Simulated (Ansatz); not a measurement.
**Rb_Mg in Rb2MgCl4 (I4/mmm): charge-transition levels and formation energies**

Wanted: the transition levels of a antisite in Rb2MgCl4 (I4/mmm), from a cell of 56 host atoms with 1 Mg taken out and 1 Rb put in.

Program: Ansatz 0.2.0. Level of theory: place-levels on PBEsol runs: charge-transition levels and formation energies with image-charge correction and potential alignment at the atomic sites. Results are calculated unless marked as measured.

### Step 1. Starting point

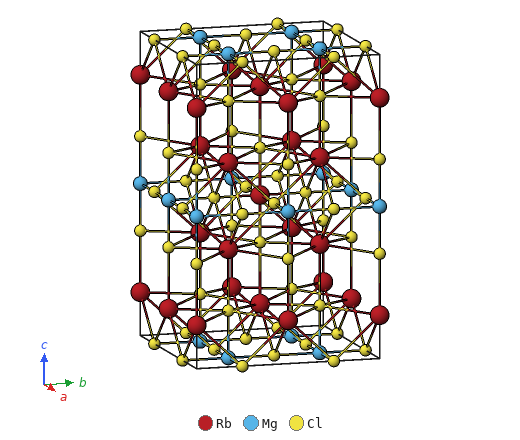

The starting structure, seen slightly off an axis (rubidium red, magnesium blue, chlorine yellow). Some periodic images of atoms are drawn too.

The cell holds 56 atoms: 17 Rb, 7 Mg and 32 Cl. Its edges and angles: a = 9.932 Å, b = 9.932 Å, c = 16.039 Å, α = 90.0°, β = 90.0°, γ = 90.0°. It derives from Rb2MgCl4 (space group I4/mmm). Nearest the centre at fractional (0.250, 0.750, 0.500): Rb20 at 0.00 Å, Cl12 at 2.48 Å, Cl27 at 2.48 Å, Cl55 at 2.48 Å, Cl26 at 2.48 Å, Cl22 at 2.49 Å, Cl24 at 2.49 Å, Rb31 at 4.19 Å.

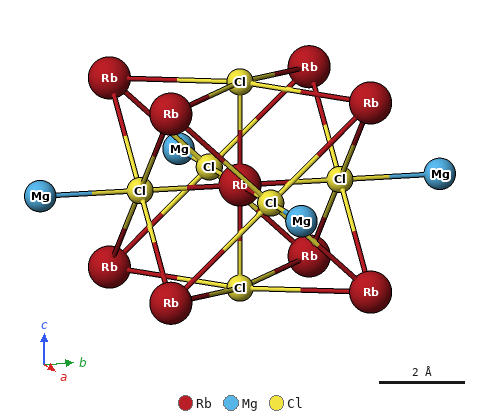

The atoms within 5 Å of the centre.

Known beforehand: the electronic dielectric constant, (2.67, 2.67, 2.63), and the static one, (8.83, 8.83, 5.58), from a response run on this crystal (DFPT, PBEsol) at that run's own cell.

The cell's shortest repeat is 9.9 Å.

### Step 2. Charge states

A transition level is the Fermi level at which two charge states cost the same, so each charge needs its own total energy, at its own relaxed structure.

Random displacements of about 0.05 Å break the site symmetry at the start, so that the relaxation can reach a distorted minimum if there is one. Forces are taken at one point at (¼, ¼, ¼). The cell holds 1 electron more than the neutral one, with a uniform background that keeps it neutral on the whole.

The sampling was tested on the host first: at the k-points planned (1x1x1 shifted 0.25 0.25 0.25) its energy lies 0.000 eV an atom from the dense-mesh value, under the bound of 0.02 eV set for this test; that bounds the host's error, not the defect's.

One state's input; the others differ in charge, spin, start and seed, and in occupations where the table says so.

qm1.relax/input.yaml reads:

```yaml
crystal:
  lattice:
    - [9.93181927, 0.0, 0.0]
    - [0.0, 9.93181927, 0.0]
    - [0.0, 0.0, 16.0392122]
  atoms:
    - { symbol: Rb, position: [0.0, 0.0, 0.35751058] }
    - { symbol: Rb, position: [0.25, 0.25, 0.85751058] }
    - { symbol: Rb, position: [0.0, 0.0, 0.64248942] }
[... 2 atom lines left out ...]
    - { symbol: Mg, position: [0.25, 0.25, 0.5] }
[... 5 atom lines left out ...]
    - { symbol: Cl, position: [0.25, 0.0, 0.5] }
[... 2 atom lines left out ...]
    - { symbol: Rb, position: [0.0, 0.5, 0.35751058] }
[... 1 atom line left out ...]
    - { symbol: Rb, position: [0.0, 0.5, 0.64248942] }
[... 2 atom lines left out ...]
    - { symbol: Rb, position: [0.25, 0.75, 0.5] }
[... 1 atom line left out ...]
    - { symbol: Cl, position: [0.25, 0.75, 0.6553325] }
[... 1 atom line left out ...]
    - { symbol: Cl, position: [0.25, 0.75, 0.3446675] }
[... 1 atom line left out ...]
    - { symbol: Cl, position: [0.25, 0.5, 0.5] }
    - { symbol: Cl, position: [0.0, 0.75, 0.5] }
[... 1 atom line left out ...]
    - { symbol: Rb, position: [0.5, 0.0, 0.35751058] }
[... 1 atom line left out ...]
    - { symbol: Rb, position: [0.5, 0.0, 0.64248942] }
[... 8 atom lines left out ...]
    - { symbol: Cl, position: [0.75, 0.0, 0.5] }
    - { symbol: Cl, position: [0.5, 0.25, 0.5] }
[... 1 atom line left out ...]
    - { symbol: Rb, position: [0.5, 0.5, 0.35751058] }
[... 1 atom line left out ...]
    - { symbol: Rb, position: [0.5, 0.5, 0.64248942] }
[... 2 atom lines left out ...]
    - { symbol: Mg, position: [0.75, 0.75, 0.5] }
[... 5 atom lines left out ...]
    - { symbol: Cl, position: [0.75, 0.5, 0.5] }
    - { symbol: Cl, position: [0.5, 0.75, 0.5] }
    - { symbol: Cl, position: [0.75, 0.5, 0.0] }
  host:
    repeats: [2, 2, 1]
    atoms:
      - { symbol: Rb, position: [0.0, 0.0, 0.35751058] }
      - { symbol: Rb, position: [0.5, 0.5, 0.85751058] }
      # ... 12 more atoms of the perfect host
total_charge: -1
basis:
  ecutwfc: 420
  xc_grid: 2
hamiltonian:
  xc: pbesol
kpoints:
  mp_grid: { grid: [1, 1, 1], shift: [0.25, 0.25, 0.25] }
scf:
  occupations: { method: fixed }
  max_iter: 80
output:
  forces: true
  charged_corrections:
    epsilon: [2.67, 2.67, 2.63]
    static_epsilon: [8.83, 8.83, 5.58]
    defect_position: [0.25, 0.75, 0.5]
relax:
  f_tol: 0.02
  max_steps: 80
  random_displacement: { amplitude: 0.05, seed: 1342 }
checkpoint:
  write: "../qm1.relax.run"
  compress: false
  write_wavefunctions: true
  write_every: 100000
```

The run is started by

```console
ansatz run input.yaml --threads 4 --pin off --max-ram 7536MiB --backend cpu --events-out ev --progress --plain --runs-dir out
```

The relaxed structure is kept and the sampling changed to a 2×2×2 shifted mesh.

The run of this state that the levels use, under PBEsol:

qm1.point/input.yaml reads:

```yaml
crystal:
  checkpoint: "../qm1.relax.run"
  host: checkpoint
total_charge: -1
basis:
  ecutwfc: 420
  xc_grid: 2
hamiltonian:
  xc: pbesol
kpoints:
  mp_grid: { grid: [2, 2, 2], shift: [0.5, 0.5, 0.5] }
scf:
  occupations: { method: fermi_dirac, width: 0.01 }
  max_iter: 80
output:
  forces: true
  eigenvalues: true
  charged_corrections:
    epsilon: [2.67, 2.67, 2.63]
    static_epsilon: [8.83, 8.83, 5.58]
    defect_position: [0.25, 0.75, 0.5]
  eigenstates: { localisation: true }
  populations: true
  band_densities: [{ bands: [v1, v1] }, { bands: [c1, c1] }]
  write_density: true
  write_potential: true
  volumetric_format: npy
  elf: true
checkpoint:
  read: "../qm1.relax.run"
  write: "../qm1.point.run"
  compress: false
  write_wavefunctions: false
  write_every: 100000
```

Relaxations under PBEsol at one point at (¼, ¼, ¼); times on 4 threads of AMD EPYC 7R32 (Zen 2), shared host:

| charge | moment (μB) | occupations | outcome | steps | largest displacement against the far atoms (Å) | time |
| --- | --- | --- | --- | --- | --- | --- |
| −1 | 0 | fixed | converged | 28 | 2.26 | 6.6 min |
| 0 | 1 | fixed | converged | 21 | 2.59 | 31 min |

Single points under PBEsol at a 2×2×2 shifted mesh; times on 4 threads of AMD EPYC 7R32 (Zen 2), shared host:

| charge | moment (μB) | occupations | outcome | time |
| --- | --- | --- | --- | --- |
| −1 | 0 | fermi-dirac | converged | 2.2 min |
| 0 | 1 | fermi-dirac | converged | 4.4 min |

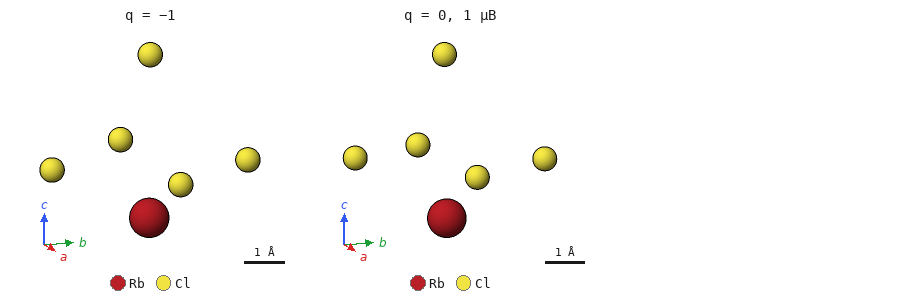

The structures near the centre after relaxation with PBEsol, by charge. Bonds to atoms that aren't drawn are left out.

Distances (Å) from Rb20 to the nearest atoms after relaxation with PBEsol:

| charge | moment (μB) | 1. | 2. | 3. | 4. | 5. | 6. |
| --- | --- | --- | --- | --- | --- | --- | --- |
| −1 | 0 | Cl 2.94 | Cl 2.94 | Cl 2.96 | Cl 2.96 | Cl 3.00 | Rb 3.81 |
| 0 | 1 | Cl 2.98 | Cl 2.98 | Cl 3.02 | Cl 3.02 | Cl 3.12 | Rb 3.81 |

### Step 3. Levels against the band edges, PBEsol

A charged cell interacts with its images and the background, and its potential has another zero than the host's. place-levels removes the first by a point-charge model, screened by the static dielectric constant since the ions have relaxed around the charge, and the second by comparing potentials at atoms far from the defect.

The host is a run of the defect-free crystal in the same cutoffs, grids and k-points, so that basis and sampling errors cancel in part in the differences. Its band edges come from a run of the primitive cell that searches the zone for them. The host is run in a cell of 14 atoms on a matching mesh. Chemical potentials are energies per atom of Mg (hcp) and Rb (bcc), run with the same functional and cutoff.

levels.point.yaml reads:

```yaml
host:
  run: host.point.run
  levels_from: { run: edges.point.run }
states: [qm1.point.run, q0_M1.point.run]
geometry_from:
  qm1.point.run: qm1.relax.run
  q0_M1.point.run: q0_M1.relax.run
  host.point.run: host.relax.run
chemical_potentials:
  Mg:
    energy: -1912.053531
    dataset: "<sha256 of the dataset>"
  Rb:
    energy: -3216.989095
    dataset: "<sha256 of the dataset>"
epsilon: [2.67, 2.67, 2.63]
static_epsilon: [8.83, 8.83, 5.58]
vertical:
  - { from: qm1.point.run, to: qm1.point_neutral.run }
```

The run is started by

```console
ansatz place-levels levels.point.yaml -- --threads 4 --pin off --max-ram 7536MiB
```

Numbers of over 12 decimals in the logs are rounded to 6 here.

The program printed:

```text
[... repeated set-up lines and file paths are left out, and long positions are rounded to six places ...]
(0/-1) 0.401 eV above the valence edge, 4.446 eV under the conduction edge
formation energy of charge 0: +4.016 eV with the Fermi level at the valence edge
formation energy of charge -1: +4.417 eV with the Fermi level at the valence edge
vertical -1 to 0: no energy, since no alignment is typed
  the change from vertical[0].from (qm1.point.run) to vertical[0].to (qm1.point_neutral.run): by its potential at epsilon [2.67, 2.67, 2.63] it stands at 0.412 0.749 0.462, with an rms radius of about 5.8 Å (2.1 2.1 5.0 Å across the planes of the cell's [...]
  edges by pbesol of host.levels_from (edges.point.run), its mesh sampled to repeats of 39.73 Å (the valence edge +0.055 eV and the conduction edge -0.519 eV from those of the host's own run), gap 4.848 eV; the host is sampled to repeats of 28.09 Å
  the defect's cells are sampled to repeats of 28.09 Å, like sampling
  charge 0: +0.000 eV for its dipole among its images, -0.000 omitted
  states[1] (q0_M1.point.run): levels filled in part (TS 0.007 eV): its energy is of no whole electron's
  charge -1: -102121.7951 eV with its correction of +0.030 eV, at epsilon [8.83, 8.83, 5.58], aligned at sites: +0.1526 eV, mean over 41 atomic sites at or beyond 4.97 Å from the defect at [0.2500, 0.7500, 0.5000], with +0.000000 for the charge's moments and [...]
  of states[1] (q0_M1.point.run): its alignment with the host at atomic sites is doubtful: the mean over the far sites moves by +0.1211 eV from their farther parts to their nearer, more than 0.05 eV. [...]
  of states[0] (qm1.point.run): it parts from the run at its places by a charge that spreads by about 5 Å along one vector (2.8 Å or more is wide), by its potential at epsilon [2.67, 2.67, 2.63], taken for that of held ions (one typed too small widens it), [...]
  of vertical[0].from (qm1.point.run): it parts from the run at its places by a charge that spreads by about 5 Å along one vector (2.8 Å or more is wide), by its potential at epsilon [2.67, 2.67, 2.63], taken for that of held ions (one typed too small widens [...]
  vertical[0].to (qm1.point_neutral.run): levels filled in part (TS 0.012 eV): its energy is of no whole electron's
```

Wall time 0.27 s (4 threads of AMD EPYC 7R32 (Zen 2), shared host).

Levels between the charges placed, in eV above the valence top:

|  | gap (eV) | (0/−1) |
| --- | --- | --- |
| PBEsol | 4.85 | 0.40 |

Corrections by state:

| charge | moment (μB) | image terms and alignment (eV) | band filling (eV) | ε used | over the lowest of its charge, as the program ranks them, band filling apart (eV) |
| --- | --- | --- | --- | --- | --- |
| 0 | 1.0 | 0.000 | - | - | 0.000 |
| −1 | 0.0 | 0.030 | - | principal values (5.58, 8.83, 8.83) | 0.000 |

The charged structures listed were also run neutral, and place-levels reads from each pair, by the potential or the spins, how wide the charge is by which they differ; that can be the carrier of either run.

| charge | rms radius (Å) | spread where it is widest against the cell (Å) | wide from (Å) | reading |
| --- | --- | --- | --- | --- |
| −1 | 5.8 | 5.03 | 2.78 | wide |

The neutral runs of these pairs need not share the spin of the lowest neutral state, and very wide values only mean spread over the cell.

From the program's caveats on the states, each cut to its opening words:

- charge 0 (1 μB): its alignment with the host at atomic sites is doubtful: the mean over the far sites moves by +0.1211 eV from their farther parts to their nearer, more than [...]
- charge −1: it parts from the run at its places by a charge that spreads by about 5 Å along one vector (2.8 Å or more is wide), by its potential at epsilon [2.67, 2.67, [...]

Chemical potentials of the elements' reference phases, run alike. Formation energies (elemental references), with the Fermi level at the valence top and at the conduction bottom (gap 4.85 eV):

| charge | at valence top (eV) | at conduction bottom (eV) | correction included (eV) |
| --- | --- | --- | --- |
| 0 | 4.02 | 4.02 | 0.00 |
| −1 | 4.42 | -0.43 | 0.03 |

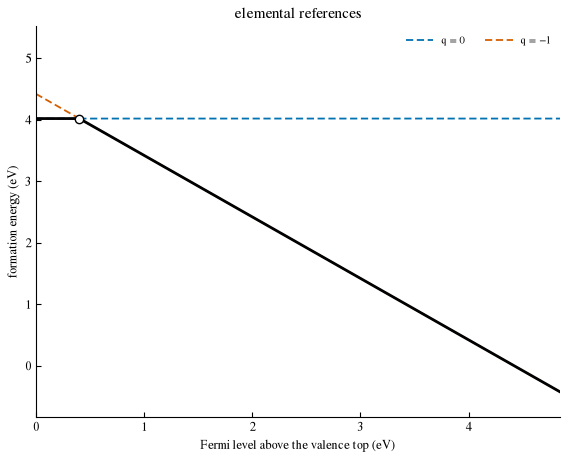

Formation energy against Fermi level; the thick line follows the lowest charge state and circles mark the transition levels.

Charge transition levels, in eV, zero at the valence-band top of the host:

|  | conduction bottom | valence top |
| --- | --- | --- |
| Rb_Mg | 4.85 | 0.00 |

|  | level | energy (eV) |
| --- | --- | --- |
| Rb_Mg | (0/−1) | 0.40 |

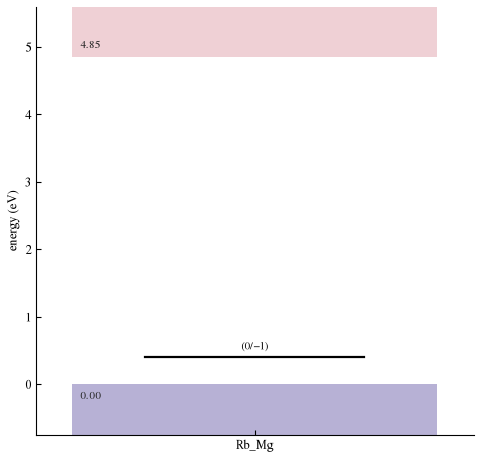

Charge transition levels. Shaded: valence and conduction bands.

### Step 4. Effect of the sampling

The relaxations' own energies give the levels at their sampling, for comparison.

levels.relax_mesh.yaml reads:

```yaml
host:
  run: host.relax.run
  levels_from: { run: edges.relax.run }
states: [qm1.relax.run, q0_M1.relax.run]
chemical_potentials:
  Mg:
    energy: -1912.053531
    dataset: "<sha256 of the dataset>"
  Rb:
    energy: -3216.989095
    dataset: "<sha256 of the dataset>"
```

The run is started by

```console
ansatz place-levels levels.relax_mesh.yaml -- --threads 4 --pin off --max-ram 7536MiB
```

The program printed:

```text
(0/-1) 0.402 eV above the valence edge, 4.446 eV under the conduction edge
formation energy of charge 0: +4.015 eV with the Fermi level at the valence edge
formation energy of charge -1: +4.417 eV with the Fermi level at the valence edge
  edges by pbesol of host.levels_from (edges.relax.run), its mesh sampled to repeats of 39.73 Å (the valence edge +0.055 eV and the conduction edge -0.518 eV from those of the host's own run), gap 4.848 eV; the host is sampled to repeats of 14.05 Å
[... the lines on each state left out ...]
```

Elapsed: 0.12 s, on 4 threads.

Levels between neighbouring charges, in eV above the valence top:

|  | gap (eV) | (0/−1) |
| --- | --- | --- |
| one point at (¼, ¼, ¼) | 4.85 | 0.40 |
| a 2×2×2 shifted mesh | 4.85 | 0.40 |

Going from one point at (¼, ¼, ¼) to a 2×2×2 shifted mesh moves the levels that carry no band-filling term by up to 0.00 eV and formation energies against the elements by up to 0.00 eV.

### Step 5. Summary of results

```yaml
gap_of_the_host: 4.85 eV (PBEsol)
level_0_minus_1: 0.40 eV above the valence top
lowest_of_the_charges_placed_just_above_the_valence_top_0p02_ev: 0
lowest_of_the_charges_placed_just_below_the_conduction_bottom_0p02_ev: −1
lowest_formation_energy_at_mid_gap_of_the_charges_run_elemental_references: 1.99 eV
```

Of the charges placed (−1 and 0), the lowest changes at 0.40 eV (0/−1) above the valence top, in a gap of 4.85 eV. Charges above 0 and below −1 were not placed, so these runs say nothing of levels that involve them. States placed: 0 at 1 μB; −1 at 0 μB. Other spin states or structures, where not listed, weren't placed. At charge −1 and 0 the atom put in ends up to 1.6 Å from its starting place, so the name tells the start alone and the levels can join different sites. Going from one point at (¼, ¼, ¼) to a 2×2×2 shifted mesh moves the levels that carry no band-filling term by up to 0.00 eV and formation energies against the elements by up to 0.00 eV. The program doubts the alignment of potentials for at least one state, a sign that the cell is small. Limits: PBEsol makes the gap too small and tends to spread out bound carriers; where a gas molecule sets a chemical potential or the host's formation energy, its binding is uncorrected.

[Logs are printed without paths, hosts, clocks, repeated set-up lines and the standing remarks that a program may print on its own settings, such as how far it seeks lower states.]

[Hosts, paths, dates, database ids (printed as entryN), source tags and the programs' standing remarks are cut or masked in the printed files.]

[Where a table of states has a column of steps, it counts the stored structures, which are thinned; the runs took as many ionic steps or more.]

[A defect's name tells the site on which it was built; relaxed atoms can leave that site.]

[For some hosts the program warned that the k-mesh of the response run may be too coarse for force constants and the static dielectric constant; such warnings are not shown here.]
